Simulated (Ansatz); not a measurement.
**UMP2/def2-TZVPPD run of BH2O (SMILES B[O])**

What is the electronic atomisation energy of BH2O at UMP2/def2-TZVPPD? 

The calculation is run with Ansatz 0.2.0.

30 further runs of the same task are left out: 30 set aside as unsound or not needed.

## Step 1: Starting point

The species is BH2O (4 atoms), meant as a doublet with charge 0. SMILES: `B[O]`. Geometry: relaxed at PBE0-D4/def2-TZVP.

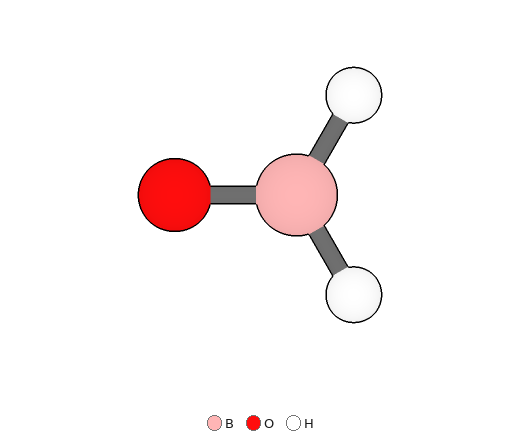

The structure, seen from a chosen angle (boron pink, oxygen red, hydrogen white).

## Step 2: A single-point energy at UMP2/def2-TZVPPD

The input, input.yaml:

```yaml
crystal:
  periodic: [false, false, false]
  atoms:
    - {symbol: B, position_ang: [-0.001100, -0.010300, -0.015100]}
    - {symbol: O, position_ang: [1.025300, -0.340800, 0.676900]}
    - {symbol: H, position_ang: [-1.052600, -0.587700, 0.151600]}
    - {symbol: H, position_ang: [0.083900, 0.878500, -0.833600]}
basis:
  gaussian: {orbitals: def2-TZVPPD.json}
magnetization: {spin_polarized: true, initial_magnetization: 1}
correlation: {method: mp2, frozen_orbitals: {B: 1, H: 0, O: 1}}
accuracy: high
```

The basis set def2-TZVPPD is read from a file made from the Basis Set Exchange's data (not shown).

On the command line:

```bash
$ ansatz run input.yaml --threads 1 --pin off --max-ram 3480MiB --events-out events.jsonl --progress --plain --runs-dir runs
```

The program printed:

```text
Warning: RAYON_NUM_THREADS=1 ignored (pool sized by the plan → 1); use --threads N
Functional definition: HF
  name "HF"
  exchange = exact_x
  correlation = 0
1707 factors; integrals over basis functions are off by at most 3.6e-9 eV
mean field evaluation 1: about -2736.4690 eV, gradient 2.7e1 eV
mean field evaluation 2: about -2736.4693 eV, gradient 2.7e1 eV
mean field evaluation 4: about -2740.6204 eV, gradient 4.9e0 eV
mean field evaluation 8: about -2741.3763 eV, gradient 2.4e-1 eV
mean field evaluation 16: about -2740.3856 eV, gradient 7.3e0 eV
mean field evaluation 32: about -2741.3768 eV, gradient 1.3e-1 eV
mean field -2741.37695089 eV, -100.7437447732 hartree, gradient 1.8e-8 eV, S^2 0.768180; 5 other end points of the search recorded, 0 dependent functions left out
2 core orbitals not correlated: weight in the atoms' cores, before any rotation towards them, 1.000 or more for the frozen orbitals, at most 0.000 for the correlated occupied ones
reference -2741.37695089 eV, -100.7437447732 hartree; 6, 5 occupied and 103, 104 virtual orbitals, 1707 factors
second order -8.03611734 eV of doubles, -0.00000000 eV of singles
Total energy: -2749.41306823 eV, -101.0390666385 hartree
```

Run time: 3.6 s. Hardware: 1 thread of Arm Neoverse V2, shared host; peak memory 0.26 GiB.

## Step 3: The B atom

The input, in.yaml:

```yaml
crystal:
  periodic: [false, false, false]
  atoms:
    - symbol: B
      position_ang: [0.000000, 0.000000, 0.000000]
basis:
  gaussian: {orbitals: def2-TZVPPD.json}
magnetization: {spin_polarized: true, initial_magnetization: 1}
correlation: {method: mp2, frozen_orbitals: {B: 1}}
accuracy: high
```

The basis set def2-TZVPPD is read from a file made from the Basis Set Exchange's data (not shown).

On the command line:

```bash
$ ansatz run in.yaml --threads 1 --pin off --max-ram 3480MiB --events-out events.jsonl --progress --plain --runs-dir runs
```

The program printed:

```text
Warning: RAYON_NUM_THREADS=1 ignored (pool sized by the plan → 1); use --threads N
Functional definition: HF
  name "HF"
  exchange = exact_x
  correlation = 0
368 factors; integrals over basis functions are off by at most 2.4e-9 eV
mean field evaluation 1: about -667.1463 eV, gradient 4.5e0 eV
mean field evaluation 2: about -667.1464 eV, gradient 4.5e0 eV
mean field evaluation 4: about -667.5563 eV, gradient 4.0e-1 eV
mean field evaluation 8: about -667.5601 eV, gradient 8.5e-4 eV
mean field evaluation 16: about -667.5601 eV, gradient 2.4e-2 eV
mean field evaluation 32: about -667.5601 eV, gradient 2.4e-2 eV
mean field -667.56014444 eV, -24.5323828196 hartree, gradient 9.1e-9 eV, S^2 0.761244; 5 other end points of the search recorded, 0 dependent functions left out
1 core orbitals not correlated: weight in the atoms' cores, before any rotation towards them, 1.000 or more for the frozen orbitals, at most 0.000 for the correlated occupied ones
reference -667.56014444 eV, -24.5323828196 hartree; 2, 1 occupied and 34, 35 virtual orbitals, 368 factors
second order -1.18559078 eV of doubles, -0.00000000 eV of singles
Total energy: -668.74573522 eV, -24.5759524771 hartree
```

Wall time 0.14 s (1 thread of Arm Neoverse V2, shared host).

## Step 4: The H atom: the energy at UHF/def2-TZVPPD

The input, molecule.yaml:

```yaml
crystal:
  periodic: [false, false, false]
  atoms:
    - {symbol: H, position_ang: [0.000000, 0.000000, 0.000000]}
basis:
  gaussian: {orbitals: def2-TZVPPD.json}
magnetization: {spin_polarized: true, initial_magnetization: 1}
hamiltonian: {xc: hf}
accuracy: high
```

The basis set def2-TZVPPD is read from a file made from the Basis Set Exchange's data (not shown).

Run the same way, it converges to -0.49981 Eh (log not shown).

## Step 5: The O atom

The input, input.yaml:

```yaml
basis:
  gaussian:
    orbitals: def2-TZVPPD.json
crystal:
  periodic: [false, false, false]
  atoms:
    - {symbol: O, position_ang: [0.000000, 0.000000, 0.000000]}
magnetization:
  spin_polarized: true
  initial_magnetization: 2
correlation:
  method: mp2
  frozen_orbitals: {O: 1}
accuracy: high
```

The basis set def2-TZVPPD is read from a file made from the Basis Set Exchange's data (not shown).

Run the same way, it converges to -74.95853 Eh (log not shown).

## Step 6: What came out

Level: UMP2/def2-TZVPPD, 2 core orbitals frozen.

```
                                             quantity          value
                               molecule: total energy  -101.03907 Eh
molecule: correlation energy (2 core orbitals frozen)     -295.3 mEh
          molecule: ⟨S²⟩ of the reference determinant          0.768
                                 B atom: total energy   -24.57595 Eh
   B atom: correlation energy (1 core orbital frozen)      -43.6 mEh
            B atom: ⟨S²⟩ of the reference determinant          0.761
                                 H atom: total energy    -0.49981 Eh
                                         H atom: ⟨S²⟩          0.750
                                 O atom: total energy   -74.95853 Eh
   O atom: correlation energy (1 core orbital frozen)     -142.6 mEh
            O atom: ⟨S²⟩ of the reference determinant          2.009
                        electronic atomisation energy      13.741 eV
```

**Reading.** Taking the molecule apart into free atoms costs 13.74 eV (317 kcal/mol), before zero-point energy and without spin-orbit coupling.
